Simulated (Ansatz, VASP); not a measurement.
# Cross-check of Mn2Ge3 between VASP and Ansatz

Aim: how closely do two programs agree when they are given the same cell, functional and k mesh? The cell is invented: As first built, before any earlier steps moved the atoms: it takes the CeMn2Ge2 structure with some of its atoms replaced by other elements, volume scaled by an estimate. It may not be a known or stable phase. The cell comes out of earlier VASP steps on this material, which relaxed, scaled or displaced it; both programs get it as it stands.

Method: plane waves, with VASP 6.6.1 beside it; relaxation of cell and atoms at PBE, in Ansatz 0.2.0.

In doubt: warnings of the run leave room for a lower electronic state, so energies may not be the lowest and differences between runs may mislead.

## (1) Starting point

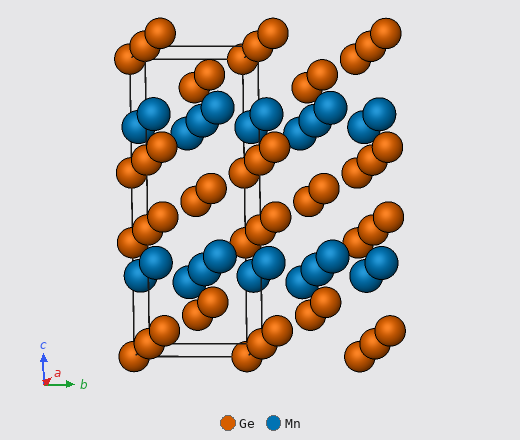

The starting structure, seen slightly off an axis (germanium orange, manganese blue). 2×2×1 cells are drawn. This picture shows the conventional cell, with its axes. Some periodic images of atoms are drawn too.

As a file:

```cif
data_structure
_symmetry_space_group_name_H-M 'P 1'
_symmetry_Int_Tables_number 1
_cell_length_a 5.9816
_cell_length_b 5.9816
_cell_length_c 5.9816
_cell_angle_alpha 140.863
_cell_angle_beta 140.863
_cell_angle_gamma 56.545
_cell_volume 84.58
loop_
_atom_site_label
_atom_site_type_symbol
_atom_site_fract_x
_atom_site_fract_y
_atom_site_fract_z
_atom_site_occupancy
Ge1 Ge 0.61750 0.61750 0.00000 1
Ge2 Ge 0.38250 0.38250 0.00000 1
Ge3 Ge 0.00000 0.00000 0.00000 1
Mn4 Mn 0.75000 0.25000 0.50000 1
Mn5 Mn 0.25000 0.75000 0.50000 1
```

## (2) VASP: relaxation of cell and atoms, PBE

The relaxed volume is the usual yardstick between codes: its relative difference is about their pressure difference at one cell divided by the bulk modulus.

Lines of VASP's logs that name or quote its potential files are left out, and so is its time.

The input, INCAR:

```
SYSTEM = Mn2Ge3
PREC = Accurate
ENCUT = 520
EDIFF = 1E-06
NELM = 100
ISMEAR = -1
SIGMA = 0.05
LREAL = .FALSE.
ALGO = Normal
GGA = PE
NBANDS = 44
ISPIN = 2
MAGMOM = 0 0 0 4 4
LMAXMIX = 4
LORBIT = 11
LWAVE = .FALSE.
LCHARG = .FALSE.
KPAR = 2
IBRION = 2
NSW = 60
ISIF = 3
EDIFFG = -0.01
```

The input, POSCAR:

```
Mn2Ge3
1.0
   -2.0034324748      2.0034324748      5.2679955305
    2.0034324748     -2.0034324748      5.2679955305
    2.0034324748      2.0034324748     -5.2679955305
Ge Mn
3 2
Direct
    0.6174962739      0.6174962739      0.0000000000
    0.3825037261      0.3825037261      0.0000000000
    0.0000000000      0.0000000000      0.0000000000
    0.7500000000      0.2500000000      0.5000000000
    0.2500000000      0.7500000000      0.5000000000
```

The input, KPOINTS:

```
Automatic mesh
0
Gamma
8 8 8
0 0 0
```

The projector-augmented-wave data sets are Ge_d and Mn_pv (PBE family, release 64).

Launch:

```bash
$ mpirun -np 2 vasp_std
```

Numbers of over 12 decimals in the logs are rounded to 6 here.

What it wrote:

```text
[banner, memory and clock lines left out]
running    2 mpi-ranks, on    1 nodes
 distrk:  each k-point on    1 cores,    2 groups
 distr:  one band on    1 cores,    1 groups

 POSCAR found type information on POSCAR GeMn
 POSCAR found :  2 types and       5 ions
 LDA part: xc-table for (Slater+PW92), standard interpolation
 POSCAR, INCAR and KPOINTS ok, starting setup
 FFT: planning ... GRIDC
 FFT: planning ... GRID_SOFT
 FFT: planning ... GRID
 WAVECAR not read
 entering main loop
       N       E                     dE             d eps       ncg     rms          rms(c)
DAV:   1     0.731785549687E+03    0.73179E+03   -0.34501E+04 13280   0.403E+03
DAV:   2     0.905723498560E+02   -0.64121E+03   -0.61780E+03 10384   0.865E+02
DAV:   3    -0.252705540426E+02   -0.11584E+03   -0.11167E+03 10560   0.234E+02
DAV:   4    -0.322552402912E+02   -0.69847E+01   -0.68636E+01 12236   0.635E+01
DAV:   5    -0.324347989843E+02   -0.17956E+00   -0.17929E+00 11296   0.114E+01    0.189E+01
DAV:   6    -0.351193430993E+02   -0.26845E+01   -0.33579E+01 11064   0.414E+01    0.244E+01
DAV:   7    -0.301923905002E+02    0.49270E+01   -0.21534E+01 11120   0.339E+01    0.511E+00
DAV:   8    -0.302538518165E+02   -0.61461E-01   -0.14373E+00 11488   0.647E+00    0.216E+00
DAV:   9    -0.302563734266E+02   -0.25216E-02   -0.17714E-01 11280   0.227E+00    0.128E+00
DAV:  10    -0.302638546808E+02   -0.74813E-02   -0.19978E-02 11372   0.933E-01    0.625E-01
DAV:  11    -0.302646207928E+02   -0.76611E-03   -0.49295E-03 11940   0.493E-01    0.270E-01
DAV:  12    -0.302648078174E+02   -0.18702E-03   -0.11936E-03 11300   0.257E-01    0.845E-02
DAV:  13    -0.302648206564E+02   -0.12839E-04   -0.97530E-05 11780   0.743E-02    0.379E-02
DAV:  14    -0.302648222341E+02   -0.15777E-05   -0.25420E-05 11420   0.383E-02    0.114E-02
DAV:  15    -0.302648229630E+02   -0.72885E-06   -0.35609E-06  8920   0.132E-02
   1 F= -.30264823E+02 E0= -.30254001E+02  d E =-.302648E+02  mag=     5.4619
 curvature:   0.00 expect dE= 0.000E+00 dE for cont linesearch  0.000E+00
 trial: gam= 0.00000 g(F)=  0.759E-03 g(S)=  0.777E-02 ort = 0.000E+00 (trialstep = 0.100E+01)
 search vector abs. value=  0.852E-02
 bond charge predicted
       N       E                     dE             d eps       ncg     rms          rms(c)
DAV:   1    -0.305671480362E+02   -0.30233E+00   -0.36966E+00 11568   0.220E+01    0.499E+00
DAV:   2    -0.307742450574E+02   -0.20710E+00   -0.34110E+00 11324   0.143E+01    0.705E+00
DAV:   3    -0.302850326860E+02    0.48921E+00   -0.12415E+00 11384   0.827E+00    0.993E-01
DAV:   4    -0.302718167473E+02    0.13216E-01   -0.91103E-02 11924   0.195E+00    0.512E-01
DAV:   5    -0.302686109152E+02    0.32058E-02   -0.89240E-03 10924   0.701E-01    0.201E-01
DAV:   6    -0.302680496652E+02    0.56125E-03   -0.14417E-03 13428   0.358E-01    0.102E-01
DAV:   7    -0.302679780962E+02    0.71569E-04   -0.20173E-04 10976   0.110E-01    0.399E-02
DAV:   8    -0.302679793561E+02   -0.12599E-05   -0.15915E-05 12036   0.337E-02    0.224E-02
DAV:   9    -0.302679792196E+02    0.13653E-06   -0.23704E-06  7724   0.133E-02
   2 F= -.30267979E+02 E0= -.30257306E+02  d E =-.315626E-02  mag=     5.5427
 trial-energy change:   -0.003156  1 .order   -0.003026   -0.008525    0.002472
 step:   0.7871(harm=  0.7752)  dis= 0.00337  next Energy=   -30.268241 (dE=-0.342E-02)
 bond charge predicted
       N       E                     dE             d eps       ncg     rms          rms(c)
DAV:   1    -0.302816743876E+02   -0.13695E-01   -0.16467E-01 11576   0.454E+00    0.105E+00
DAV:   2    -0.302888889314E+02   -0.72145E-02   -0.13828E-01 11212   0.295E+00    0.141E+00
DAV:   3    -0.302690330066E+02    0.19856E-01   -0.48524E-02 11348   0.178E+00    0.212E-01
DAV:   4    -0.302684788060E+02    0.55420E-03   -0.40964E-03 11948   0.387E-01    0.134E-01
DAV:   5    -0.302683036834E+02    0.17512E-03   -0.49238E-04 10720   0.156E-01    0.461E-02
DAV:   6    -0.302682781792E+02    0.25504E-04   -0.84700E-05 13408   0.881E-02    0.240E-02
DAV:   7    -0.302682764650E+02    0.17141E-05   -0.10546E-05  9460   0.223E-02    0.933E-03
DAV:   8    -0.302682767463E+02   -0.28124E-06   -0.36118E-07  5740   0.532E-03
   3 F= -.30268277E+02 E0= -.30257595E+02  d E =-.345378E-02  mag=     5.5262
 curvature:  -0.39 expect dE=-0.570E-05 dE for cont linesearch -0.339E-05
 trial: gam= 0.00000 g(F)=  0.365E-09 g(S)=  0.147E-04 ort =-0.273E-03 (trialstep = 0.957E+00)
 search vector abs. value=  0.147E-04
 reached required accuracy - stopping structural energy minimisation
```

OUTCAR, selected parts (step 2):

```text
ion  position               nearest neighbor table
   1  0.617  0.617  0.000-   5 2.44   4 2.44   4 2.44   5 2.44   2 2.48
   2  0.383  0.383  0.000-   4 2.44   5 2.44   5 2.44   4 2.44   1 2.48
   3  0.000  0.000  0.000-
   4  0.750  0.250  0.500-   2 2.44   1 2.44   2 2.44   1 2.44   5 2.83   5 2.83   5 2.83   5 2.83

  LATTYP: Found a body centered tetragonal cell.
 ALAT       =     4.0068649496
 C/A-ratio  =     2.6294849448

 Subroutine GETGRP returns: Found 16 space group operations
 (whereof 16 operations were pure point group operations)

The static configuration has the point symmetry D_4h.

 Found     59 irreducible k-points:

   k-points           NKPTS =     59   k-points in BZ     NKDIM =     59   number of bands    NBANDS=     44

   dimension x,y,z NGX =    48 NGY =   48 NGZ =   48
   dimension x,y,z NGXF=    96 NGYF=   96 NGZF=   96

   ENCUT  =  520.0 eV  38.22 Ry    6.18 a.u.  11.12 11.12 11.12*2*pi/ulx,y,z

   NELECT =      68.0000    total number of electrons

 k-points in reciprocal lattice and weights: Automatic mesh
   0.00000000  0.00000000  0.00000000       0.002
   0.12500000 -0.00000000  0.00000000       0.016
   0.25000000 -0.00000000  0.00000000       0.016
   0.37500000  0.00000000  0.00000000       0.016
   0.50000000 -0.00000000  0.00000000       0.008
   0.12500000  0.12500000  0.00000000       0.016
   0.25000000  0.12500000  0.00000000       0.031
   0.37500000  0.12500000  0.00000000       0.031
   0.50000000  0.12500000  0.00000000       0.031
[...]
-0.37500000 -0.37500000  0.37500000       0.004
   0.50000000  0.50000000  0.50000000       0.002

 average (electrostatic) potential at core
       1 -72.0599       2 -72.0599       3 -72.8350       4 -67.6895       5 -67.6895

 E-fermi :   6.8565

 spin component 1
 k-point     1 :       0.0000    0.0000    0.0000
  band No.  band energies     occupation
    ...
     31       5.0078      1.00000
     32       5.1988      1.00000
     33       5.3612      1.00000
     34       5.7881      1.00000
     35       6.6837      0.96936
     36       6.9893      0.06552
     37       6.9893      0.06552
     38       7.0610      0.01644
     39       7.0610      0.01644
     40       9.0522      0.00000
    ...

 k-point     2 :       0.1250   -0.0000    0.0000
  band No.  band energies     occupation
    ...
     32       5.2083      1.00000
     33       5.3736      1.00000
     34       5.7144      1.00000
     35       6.1773      1.00000
     36       6.2134      1.00000
     37       6.9926      0.06162
     38       6.9978      0.05588
     39       7.7716      0.00000
     40       9.5591      0.00000
     41      10.7624      0.00000
    ...

 k-point     3 :       0.2500   -0.0000    0.0000
  band No.  band energies     occupation
    ...
     32       5.1464      1.00000
     33       5.3811      1.00000
     34       5.5028      1.00000
     35       5.6654      1.00000
     36       5.8591      1.00000
     37       6.9315      0.18225
     38       7.1372      0.00363
     39       8.7523      0.00000
     40       9.8674      0.00000
     41      10.1551      0.00000
    ...

 k-point     4 :       0.3750    0.0000    0.0000
  band No.  band energies     occupation
    ...
     32       5.0434      1.00000
     33       5.1759      1.00000
     34       5.2244      1.00000
     35       5.2381      1.00000
     36       6.2852      0.99999
     37       7.2655      0.00028
     38       7.4506      0.00001
     39       8.8216      0.00000
     40       8.9597      0.00000
     41       9.7871      0.00000
    ...

 k-point     5 :       0.5000   -0.0000    0.0000
  band No.  band energies     occupation
    ...
     32       4.8909      1.00000
     33       4.9604      1.00000
     34       5.0607      1.00000
     35       5.0831      1.00000
     36       6.8251      0.65181
     37       7.3940      0.00002
     38       7.9071      0.00000
     39       8.1902      0.00000
     40       8.1992      0.00000
     41      10.2023      0.00000
    ...

 k-point     6 :       0.1250    0.1250    0.0000
  band No.  band energies     occupation
    ...
     33       5.4441      1.00000
     34       5.6525      1.00000
     35       5.7000      1.00000
     36       6.2275      1.00000
     37       6.4502      0.99970
     38       7.5814      0.00000
     39       7.9532      0.00000
     40       9.8921      0.00000
     41      10.2871      0.00000
     42      11.3112      0.00000
    ...

  Total       -0.0275874     -0.0275874      0.0023836      0.0000000      0.0000000      0.0000000
  in kB       -0.5164843     -0.5164843      0.0446249      0.0000000      0.0000000      0.0000000
  external PRESSURE =      -0.3294479 kB  Pullay stress =       0.0000000 kB

  energy-cutoff  :      520.00
  volume of cell :       85.58
      direct lattice vectors                 reciprocal lattice vectors
    -2.011573673  2.011573673  5.287272436     0.000000000  0.248561615  0.094566718
     2.011573673 -2.011573673  5.287272436     0.248561615  0.000000000  0.094566718
     2.011573673  2.011573673 -5.287272436     0.248561615  0.248561615  0.000000000

 POSITION                                       TOTAL-FORCE (eV/Angst)
 -----------------------------------------------------------------------------------
      0.00000      0.00000      6.52636        -0.000000     -0.000000     -0.000062
      0.00000      0.00000      4.04819         0.000000      0.000000      0.000062
      0.00000      0.00000      0.00000        -0.000000     -0.000000     -0.000000
     -0.00000      2.01157      2.64364        -0.000000     -0.000000     -0.000000
      2.01157     -0.00000      2.64364        -0.000000     -0.000000      0.000000
 -----------------------------------------------------------------------------------
    total drift:                                0.000000      0.000000     -0.000000

  FREE ENERGIE OF THE ION-ELECTRON SYSTEM (eV)
  ---------------------------------------------------
  free  energy   TOTEN  =       -30.2682767463 eV

  energy  without entropy=      -30.2469142417  energy(sigma->0) =      -30.25759549

 reached required accuracy - stopping structural energy minimisation

 total charge
# of ion       s       p       d       tot
------------------------------------------
    1        1.144   1.276  10.055  12.475
    2        1.144   1.276  10.055  12.475
    3        1.324   0.721  10.005  12.051
    4        0.304   6.248   5.111  11.663
    5        0.304   6.248   5.111  11.663
--------------------------------------------------
tot          4.219  15.770  40.337  60.326

 magnetization (x)
# of ion       s       p       d       tot
------------------------------------------
    1       -0.014  -0.126   0.015  -0.125
    2       -0.014  -0.126   0.015  -0.125
    3        0.016   0.004  -0.003   0.018
    4        0.013   0.016   2.772   2.801
    5        0.013   0.016   2.772   2.801
--------------------------------------------------
tot          0.015  -0.215   5.572   5.371

[... 6 further parts left out ...]
```

(Part 1 of 2 ends here.)

[Lines on the potential files, build, host, timing and source positions are cut from VASP's logs without a mark.]

[Logs are printed without paths, hosts, clocks, repeated set-up lines and the standing remarks that a program may print on its own settings, such as how far it seeks lower states.]

[Hosts, paths, dates, database ids (printed as entryN), source tags and the programs' standing remarks are cut or masked in the printed files.]
